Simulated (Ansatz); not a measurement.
**Sensitivity of the G0W0 gap of GaSi2P (zincblende [110] superlattice) (Pmn2_1)**

Aim: change settings of a G0W0 run on GaSi2P (zincblende [110] superlattice) (Pmn2_1) and see what moves.

Calculated with Ansatz 0.2.0; G0W0 on PBEsol, plane waves, PAW; PAW set soft_1.

The structure was built from a prototype and need not be the compound's stable phase.

## Step 1: The starting structure

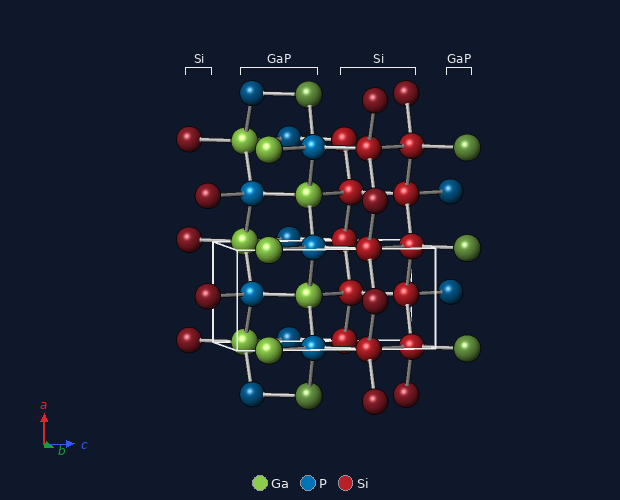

The starting structure, seen from the side, with the c axis across the page (gallium green, phosphorus blue, silicon red). 2×1×1 cells are drawn. Some periodic images of atoms are drawn too.

Structure file:

```cif
data_structure
_symmetry_space_group_name_H-M 'Pmn2_1'
_symmetry_Int_Tables_number 31
_cell_length_a 3.8422
_cell_length_b 7.6838
_cell_length_c 5.4375
_cell_angle_alpha 90.000
_cell_angle_beta 90.000
_cell_angle_gamma 90.000
_cell_volume 160.53
loop_
_atom_site_label
_atom_site_type_symbol
_atom_site_symmetry_multiplicity
_atom_site_Wyckoff_symbol
_atom_site_fract_x
_atom_site_fract_y
_atom_site_fract_z
_atom_site_occupancy
Ga1 Ga 2 a 0.00000 0.63097 0.01055 1
P1 P 2 a 0.50000 0.62423 0.26586 1
Si1 Si 2 a 0.00000 0.12535 0.98757 1
Si2 Si 2 a 0.50000 0.12302 0.23603 1
```

The structure was relaxed with PBEsol. The runs that relaxed it are not among those shown.

## Step 2: The base run: 4×4×2 mesh, 311 empty bands, screening to 90 eV, PAW set soft_1 files

Now the one-shot GW correction: screening in the RPA, then the self-energy of the levels asked for. This step takes PAW set soft_1 files.

The input, input.yaml:

```yaml
crystal:
  lattice:
    - [3.8421518345, 0.0, 0.0]
    - [0.0, 5.4375237944, -2.7723e-06]
    - [0.0, -3.9206e-06, 7.6837636921]
  atoms:
    - { symbol: Ga, position: [0.0, 0.0105496704, 0.1195673502] }
    - { symbol: P, position: [0.5, 0.265858094, 0.1263065093] }
    - { symbol: Ga, position: [0.5, 0.5105497565, 0.3815072346] }
    - { symbol: P, position: [0.0, 0.7658580403, 0.374768288] }
    - { symbol: Si, position: [0.0, -0.0124346698, 0.6251886117] }
    - { symbol: Si, position: [0.5, 0.2360271927, 0.62751969] }
    - { symbol: Si, position: [0.5, 0.4875649328, 0.8758864662] }
    - { symbol: Si, position: [0.0, 0.736026983, 0.8735545645] }
kpoints:
  mp_grid: { grid: [4, 4, 2] }
hamiltonian:
  xc: pbesol
  pseudopotentials: { kind: paw, azcp: { folder: soft_1 }, xc_functional: pbe }
scf:
  occupations: { method: fixed }
gw:
  n_empty_bands: 311
  ecut_chi: 90.0
  qp_bands: [v2, c2]
  qp_kpoints: band_edges
  screening: { model: contour_deformation }
```

Launch:

```
ansatz run input.yaml --threads 4 --pin off --max-ram 17510MiB --backend cpu --events-out ev --progress --plain --runs-dir out
```

Numbers of over 12 decimals in the logs are rounded to 6 here.

What it wrote:

```text
Warning: the atoms were moved onto the symmetric positions of the space group found under crystal.symmetry.tolerance 1.0e-5 (fractional; no operation is sought that the atoms, as they stand in a round, miss by more than twice it, and no atom is moved by as much as it), and the run uses the moved positions. Before a round's move an operation carried an atom to 3.75e-6 Å from where it should land, the largest such dist [...]
Engine: ansatz 0.2.0, aarch64-unknown-linux-gnu
Pseudopotentials: kind: paw
Pseudopotential: Ga, paw, valence charge 13, recommended cutoff 420 eV (normal), soft_1/Ga.paw.azcp
Pseudopotential: P, paw, valence charge 5, recommended cutoff 420 eV (normal), soft_1/P.paw.azcp
Pseudopotential: Si, paw, valence charge 4, recommended cutoff 420 eV (normal), soft_1/Si.paw.azcp
Functional definition: PBEsol
  exchange = pbesol_x
  correlation = pbesol_c
Crystal: 8 atoms, lattice volume = 160.528 Å³
Basis set: ecut = 420 eV, 3115 PW (Γ)
Bands: 34, of which v1, the nominal top of the filled ones, is band 26 counted from 1 (25 counted from 0)
Symmetry: 4 space group operations
Space group: Pmn21 (ITA 31), of the structure as read, at distance tolerance 5.4e-5 Å
k-points: 18 of 32 (time reversal used)
Non-local potential: Ga, projectors of the file, l = 0: 2, l = 1: 2, l = 2: 3, l = 3: 1
Non-local potential: P, projectors of the file, l = 0: 2, l = 1: 2, l = 2: 1
Non-local potential: Si, projectors of the file, l = 0: 2, l = 1: 2, l = 2: 1
PAW form: soft (Blöchl's): semilocal exchange-correlation on the pseudo side does not see the compensation charge
PAW frozen core: Ga, regenerated for the run's functional, and the local potential with it (the file was generated under x = pbe(κ = 0.804, μ = 0.219515), c = pbe(β = 0.066725))
PAW frozen core: P, regenerated for the run's functional, and the local potential with it (the file was generated under x = pbe(κ = 0.804, μ = 0.219515), c = pbe(β = 0.066725))
PAW frozen core: Si, regenerated for the run's functional, and the local potential with it (the file was generated under x = pbe(κ = 0.804, μ = 0.219515), c = pbe(β = 0.066725))
PAW one-centre angular grid: Ga, 590 points (default); XC on 64 Gauss nodes
PAW one-centre angular grid: P, 110 points (default); XC on 64 Gauss nodes
PAW one-centre angular grid: Si, 110 points (default); XC on 64 Gauss nodes
Initial density: superposition of atomic densities (chi_scale 0.1, normalization cell, long waves kept (reshape's long-wave potential 0.06 eV rms))
Initial wavefunctions: pseudopotential atomic-orbital guess
Functional: x = pbesol(κ = 0.804, μ = 0.123457), c = pbesol(β = 0.046)
SCF iter   1: F=—  HF=-11454.510810 eV  |F-HF|=—  |Δ(HF+E_count)|=         —  Δρ=4.58e-2  dr2=3.17e0  ethr=3.10e-3  ⟨swp⟩=5.8  Hψ=2497  notcnv=0  defer=89
[...]
E_vxc        = -426.172397  (∫ρ·V_xc dr)
  E_paw        = -6981.215904  (= ΣΔE_a)
  E_vpaw       = -835.423208  (= ΣTr[D̂ρ^β])
  E_aug_tail   = -0.000262  (compensation charges beyond the density's cutoff)
  E_ewald      = -2719.980611
  E_core_change = 1.944393  (= ΣΔE_core)
  E_smearing   = -0.000000  (= −TS)
  E_closure    = 0.000000  (closes the sum)
  Σ components = -11453.653342   (vs F -11453.653342, Δ=0.00e0)
--- Band table (eV; the first three rows and the last of 18) ---
  k-point 0: bands = [... 22 lower, 5.4134, 6.6228, 6.7162, 6.7540, 7.5876, 7.7311, 8.8295, 9.4929, ... 4 higher]
  k-point 1: bands = [... 22 lower, 5.0243, 5.3762, 6.2601, 6.5199, 7.9258, 8.4173, 9.6512, 9.7666, ... 4 higher]
  k-point 2: bands = [... 22 lower, 5.2796, 5.4755, 6.0088, 6.1067, 7.5653, 8.4262, 8.6148, 9.2154, ... 4 higher]
  k-point 17: bands = [... 22 lower, 4.4431, 4.4431, 4.7542, 4.7542, 9.6565, 9.6565, 9.9452, 9.9452, ... 4 higher]
--- G₀W₀: contour deformation, 7 samples at zero and on the imaginary axis and 1 off it, 32 q-points, 311 empty bands' worth ---
  eigenvalues of the whole cell's RPA ε∞ on this k-mesh (on a slab, of 1 + 4πα/V) = 14.2649, 16.5965, 17.7437; static W/v taken at q = 0 is 0.060119
  bands read: the sum over 337 bands ends inside a degenerate multiplet in 10 slots, whose members it reads at an even weight; the widest, k=4: bands 337 to 338 (counted from 1) at 1/2 each
  gw.qp_kpoints: band_edges: 11 of 18 stored k-points solved, in 1 pass; an edge of the gap read off the rows below is read off those points alone
    valence top: of the k-points left out ik 3 came nearest to being solved in a further pass, in band 26 (counted from 1, as in the quasiparticle table): it holds the edge there only if its correction is more favourable than any solved in that band by at least 0.688 eV; those differ by 0.053 eV
    conduction bottom: of the k-points left out ik 3 came nearest to being solved in a further pass, in band 27 (counted from 1, as in the quasiparticle table): it holds the edge there only if its correction is more favourable than any solved in that band by at least 0.561 eV; those differ by 0.191 eV
    ik  band        ε_KS         Σx   Σc(E_QP)       V_xc       Z   E_QP_lin       E_QP  E_QP is
     0    25      6.7162   -15.5910     1.0260   -14.2502  0.7648     6.4005     6.4013  root
     0    26      6.7540   -15.6608     1.1936   -14.1253  0.7625     6.4110     6.4121  root
     0    27      7.5876    -6.4283    -3.8427   -10.4323  0.7793     7.7492     7.7489  root
     0    28      7.7311    -6.7707    -3.8986   -10.8886  0.7775     7.9509     7.9504  root
     1    25      6.2601   -16.4577     1.4516   -14.6582  0.7600     5.9109     5.9122  root
     1    26      6.5199   -15.1557     1.2413   -13.5631  0.7597     6.1673     6.1686  root
     1    27      7.9258    -6.1746    -3.9857   -10.3552  0.7743     8.1212     8.1207  root
     1    28      8.4173    -6.9262    -4.0298   -11.1797  0.7786     8.6416     8.6410  root
[...]
16    25      5.5445   -15.3200     1.5724   -13.3744  0.7548     5.1695     5.1713  root
    16    26      5.5445   -15.3200     1.5724   -13.3744  0.7548     5.1695     5.1713  root
    16    27      8.1520    -8.8049    -3.9093   -13.0486  0.7735     8.4878     8.4866  root
    16    28      8.1520    -8.8049    -3.9093   -13.0486  0.7735     8.4878     8.4866  root
[key lines of the parts left out:]
SCF converged after 9 iterations
Free energy (F): -11453.653342 eV
Fermi energy:    6.753968 eV
```

Wall time 3 min (4 threads of Arm Neoverse V2, shared host); peak memory 2 GiB; 11 min of CPU time.

This step gave:

```
bands summed                                 : 337
RPA ε∞ on this mesh (eigenvalues)            : 14.26, 16.60, 17.74
plane waves in the screening matrix          : 303
q-points in the mesh                         : 32
G0W0 gap on the mesh                         : 1.307 eV
k of the valence top                         : 0, 0, 0
k of the conduction bottom                   : -0.5, 0, 0
starting gap on the mesh                     : 0.8114 eV
Z at the valence top                         : 0.7625
Z at the conduction bottom                   : 0.7826
least direct G0W0 gap on the computed points : 1.337 eV
```

The gap on the mesh goes from 0.81 eV to 1.31 eV, a correction of +0.50 eV. Between the two edge states, bare exchange in place of the xc potential would open the gap by 5.38 eV, and correlation takes back 4.90 eV.

## Step 3: Variant: coarser q mesh

Edit input.yaml of step 2 so:

```diff
@@ -15,3 +15,3 @@
 kpoints:
-  mp_grid: { grid: [4, 4, 2] }
+  mp_grid: { grid: [4, 2, 2] }
 hamiltonian:
@@ -22,4 +22,4 @@
 gw:
-  n_empty_bands: 311
-  ecut_chi: 90.0
+  n_empty_bands: 364
+  ecut_chi: 100
   qp_bands: [v2, c2]
@@ -27 +27,2 @@
   screening: { model: contour_deformation }
+  q_mesh: [2, 1, 1]
```

What it wrote:

```text
[...]
Crystal: 8 atoms, lattice volume = 160.528 Å³
Basis set: ecut = 420 eV, 3115 PW (Γ)
Bands: 34, of which v1, the nominal top of the filled ones, is band 26 counted from 1 (25 counted from 0)
[... 1 set-up line as in the run before ...]
[...]
k-points: 12 of 16
[...]
SCF iter   1: F=—  HF=-11454.483865 eV  |F-HF|=—  |Δ(HF+E_count)|=         —  Δρ=4.59e-2  dr2=3.18e0  ethr=3.10e-3  ⟨swp⟩=5.8  Hψ=1678  notcnv=0  defer=61
[...]
SCF iter   9: F=-11453.622967 eV  HF=-11453.622967 eV  |F-HF|=1.87e-9  |Δ(HF+E_count)|=   8.30e-8  Δρ=1.76e-6  dr2=1.06e-8  ethr=1.92e-10  ⟨swp⟩=2.3  Hψ=777  notcnv=0
SCF 1 converged in 9 iterations: F = -11453.622967 eV  dr2 = 1.06e-8
[...]
NSCF: frozen V_eff on 12 k-points
G₀W₀ screening: q 1/2
[... further progress lines ...]
SCF converged after 9 iterations
Free energy (F): -11453.622967 eV
[...]
Internal energy: -11453.622967 eV  (E = F + TS)
E sigma→0 (E₀):  -11453.622967 eV
Fermi energy:    6.755586 eV
[...]
--- Band table (eV; the first three rows and the last of 12) ---
  k-point 0: bands = [... 22 lower, 5.4148, 6.6246, 6.7170, 6.7556, 7.5876, 7.7318, 8.8304, 9.4934, ... 4 higher]
  k-point 1: bands = [... 22 lower, 5.0248, 5.3770, 6.2620, 6.5212, 7.9259, 8.4177, 9.6521, 9.7673, ... 4 higher]
  k-point 2: bands = [... 22 lower, 5.6043, 5.6043, 5.8510, 5.8510, 7.7788, 7.7788, 8.4581, 8.4581, ... 4 higher]
  k-point 11: bands = [... 22 lower, 4.4437, 4.4437, 4.7554, 4.7554, 9.6572, 9.6572, 9.9457, 9.9457, ... 4 higher]
[...]
0    25      6.7170   -16.3288     1.7558   -14.2504  0.7434     6.3930     6.3944  root
     0    26      6.7556   -16.9389     2.3470   -14.1262  0.7406     6.2865     6.2899  root
     0    27      7.5876    -5.6050    -4.7185   -10.4316  0.7557     7.6959     7.6956  root
     0    28      7.7318    -5.9546    -4.7693   -10.8883  0.7545     7.8968     7.8963  root
     1    25      6.2620   -17.5682     2.4752   -14.6589  0.7394     5.8246     5.8278  root
     1    26      6.5212   -16.3637     2.3454   -13.5636  0.7389     6.0631     6.0666  root
     1    27      7.9259    -5.3612    -4.8498   -10.3547  0.7528     8.0700     8.0696  root
     1    28      8.4177    -6.1764    -4.8468   -11.1793  0.7557     8.5743     8.5738  root
[...]
10    25      5.5461   -16.2030     2.3997   -13.3742  0.7370     5.1134     5.1171  root
    10    26      5.5461   -16.2030     2.3997   -13.3742  0.7370     5.1134     5.1171  root
    10    27      8.1530    -8.0909    -4.7329   -13.0482  0.7513     8.3782     8.3774  root
    10    28      8.1530    -8.0909    -4.7329   -13.0482  0.7513     8.3782     8.3774  root
```

Wall time 47 s (4 threads); peak memory 2.3 GiB; 3 min of CPU time.

Against the base:

| setting | base | variant |
| --- | --- | --- |
| mesh | 4×4×2 | 4×2×2 |
| empty bands | 311 | 364 |
| screening cutoff (eV) | 90.0 | 100 |
| q mesh | - | [2, 1, 1] |

| quantity | variant | base |
| --- | --- | --- |
| starting gap on the mesh | 0.821 | 0.811 |
| G0W0 gap on the mesh | 1.206 | 1.307 |
| least direct G0W0 gap on the computed points | 1.301 | 1.337 |
| Z at the valence top | 0.743 | 0.763 |
| Z at the conduction bottom | 0.759 | 0.783 |

## Step 4: Outcome

| Property | Result |
| --- | --- |
| base | 1.31 eV, 3 min |
| coarser q mesh | 1.21 eV, 47 s |

**Reading.** Coarser q mesh: the gap moves by −0.10 eV and the time by a factor of 0.26; such settings are too crude to quote. The variant differs from the base in mesh, empty bands, screening cutoff and q mesh together, so the change can't be laid to one of them. All runs here use a coarse mesh and modest cutoffs; they test settings and are not final values. The 4×4×2 mesh is coarse for this cell (its supercell is 15 Å along the shortest edge). The RPA ε∞ on it, from the PBEsol start, is 14.26, 16.60 and 17.74; such meshes misread the long-range screening, most where the gap is narrow. The many-body steps are scalar-relativistic: spin-orbit coupling is not in them.

[Paths, hosts, dates, memory and timing lines, banners, echoed tables and standing remarks are left out of the program output.]

[Logs are printed without paths, hosts, clocks, repeated set-up lines and the standing remarks that a program may print on its own settings, such as how far it seeks lower states.]

[Runs of the session that timed out or met a known fault of the program may be left out.]

[Cells called generated may have been cut or substituted from an entry of the Crystallography Open Database or the Materials Project.]

[Hosts, paths, dates, database ids (printed as entryN), source tags and the programs' standing remarks are cut or masked in the printed files.]
